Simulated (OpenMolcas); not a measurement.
# GeO (SMILES [O]=[Ge]): FNO-MP2/aug-cc-pVDZ (RICD fitting, virtual fraction 0.3)

Aim: the energy change on altering one bond length of GeO at FNO-MP2/aug-cc-pVDZ (RICD fitting, virtual fraction 0.3), from 2 runs. 

Program for the calculation: OpenMolcas 26.06.

### Step 1. The molecule

GeO: 2 atoms, total charge 0, spin state singlet. As SMILES, `[O]=[Ge]`. Geometry: a GFN2-xTB relaxation, a rough one for these elements and not checked as a minimum.

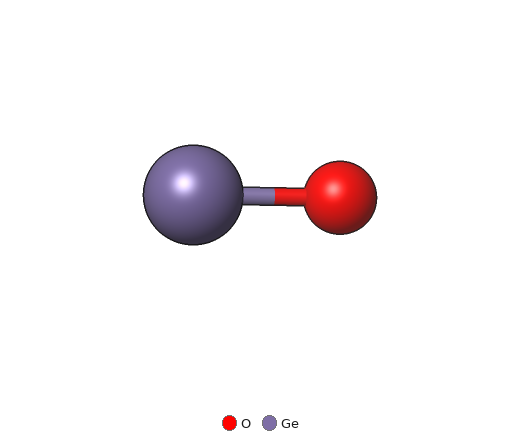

Viewed from a chosen angle; oxygen red, germanium purple.

### Step 2. The energy at FNO-MP2/aug-cc-pVDZ (RICD fitting, virtual fraction 0.3)

geom.xyz

```xyz
2

O      0.000000     0.000000     0.000000
Ge     0.000000     0.000000     1.576490
```

job.input

```
>>> EXPORT MOLCAS_PRINT=2

&GATEWAY
  BasLib=$CurrDir
  Coord=geom.xyz
  Basis=aug-cc-pVDZ
  Group=NoSym
  RICD

&SEWARD

&SCF
  PrOrbitals=0

&MBPT2
  FNOMP2=0.3
  DoMP2
  Frozen=10
```

The basis set aug-cc-pVDZ is read from a file made from the Basis Set Exchange's data (not shown).

Launch:

```bash
export MOLCAS_MEM=1860
pymolcas job.input > job.log
```

The log of the run:

```text
--- Start Module: gateway ---
[...]
--- Stop Module: gateway /rc=_RC_ALL_IS_WELL_ ---
[...]
      Basis functions           59
[...]
--- Start Module: scf ---
[...]
       Convergence after  11 Iterations
[...]
::    Total SCF energy                              -2150.1974517933
[...]
      Total spin, S                                     0.0000000000
[...]
      Total electronic charge=   40.000000
      Total            charge=   -0.000000
[...]
      Dipole Moment (debye):
      Origin of the operator (angstrom)=    0.0000    0.0000    1.2961
                   X=  2.7168E-14               Y= -4.5284E-14               Z=  3.8889E+00           Total=  3.8889E+00
      Quadrupole Moment (debye*angstrom):
[...]
--- Stop Module: scf /rc=_RC_ALL_IS_WELL_ ---
[...]
--- Start Module: mbpt2 ---
[...]
WARNING!
Default frozen orbitals as non valence orbitals is overwritten by user input.
Default values:  15
[...]
       Reference weight ( Cref**2 )         =        0.90512
::    Total MBPT2 energy                            -2150.4433711343
[...]
--- Stop Module: mbpt2 /rc=_RC_ALL_IS_WELL_ ---
[...]
```

It took 4.5 s on 1 thread of Arm Neoverse N1, shared host; peak memory 0.15 GiB.

### Step 3. The distorted shape at the same level

geom.xyz

```xyz
2

O      0.000000     0.000000     0.157690
Ge     0.000000     0.000000     1.576490
```

job.input

```
* GeO FNO-MP2

&GATEWAY
  BASLIB = $CurrDir
  COORD = geom.xyz
  BASIS = aug-cc-pVDZ
  GROUP = NoSym
  RICD

&SEWARD

&SCF
  PRORBITALS = 0

&MBPT2
  FNOMP2 = 0.3
  DOMP2
  FROZEN = 10
```

The basis set aug-cc-pVDZ is read from a file made from the Basis Set Exchange's data (not shown).

Launch:

```bash
export MOLCAS_MEM=1860
pymolcas job.input > job.log
```

The log of the run:

```text
--- Start Module: gateway ---
[...]
--- Stop Module: gateway /rc=_RC_ALL_IS_WELL_ ---
[...]
      Basis functions           59
[...]
--- Start Module: scf ---
[...]
       Convergence after  10 Iterations
[...]
::    Total SCF energy                              -2150.1440964128
[...]
      Total spin, S                                     0.0000000000
[...]
      Total electronic charge=   40.000000
      Total            charge=   -0.000000
[...]
      Dipole Moment (debye):
      Origin of the operator (angstrom)=    0.0000    0.0000    1.3241
                   X=  1.0524E-14               Y= -1.4970E-14               Z=  2.9136E+00           Total=  2.9136E+00
      Quadrupole Moment (debye*angstrom):
[...]
--- Stop Module: scf /rc=_RC_ALL_IS_WELL_ ---
[...]
--- Start Module: mbpt2 ---
[...]
WARNING!
Default frozen orbitals as non valence orbitals is overwritten by user input.
Default values:  15
[...]
       Reference weight ( Cref**2 )         =        0.91838
::    Total MBPT2 energy                            -2150.3735837739
[...]
--- Stop Module: mbpt2 /rc=_RC_ALL_IS_WELL_ ---
[...]
```

It took 4.2 s on 1 thread of Arm Neoverse N1, shared host; peak memory 0.15 GiB.

### Step 4. Outcome

Level: FNO-MP2/aug-cc-pVDZ (RICD fitting, virtual fraction 0.3), 10 core orbitals frozen.

| quantity | value |
| --- | --- |
| first shape: total energy | -2150.44337 Eh |
| first shape: dipole moment (mean-field density) | 3.89 D |
| first shape: HOMO energy (Hartree–Fock orbitals) | -11.61 eV |
| first shape: LUMO energy (Hartree–Fock orbitals) | 0.49 eV |
| first shape: HOMO–LUMO gap (Hartree–Fock orbitals) | 12.10 eV |
| first shape: correlation energy (10 core orbitals frozen) | -245.9 mEh |
| distorted shape: total energy | -2150.37358 Eh |
| distorted shape: dipole moment (mean-field density) | 2.91 D |
| distorted shape: HOMO energy (Hartree–Fock orbitals) | -11.43 eV |
| distorted shape: LUMO energy (Hartree–Fock orbitals) | 0.78 eV |
| distorted shape: HOMO–LUMO gap (Hartree–Fock orbitals) | 12.21 eV |
| distorted shape: correlation energy (10 core orbitals frozen) | -229.5 mEh |
| energy change with the O1–Ge2 bond shortened from 1.576 to 1.419 Å | 1.899 eV |

What this shows: With the O1–Ge2 bond shortened from 1.576 to 1.419 Å the energy rises by 1.90 eV (183 kJ/mol). The first shape isn't relaxed at this level, so the change isn't measured from a minimum.
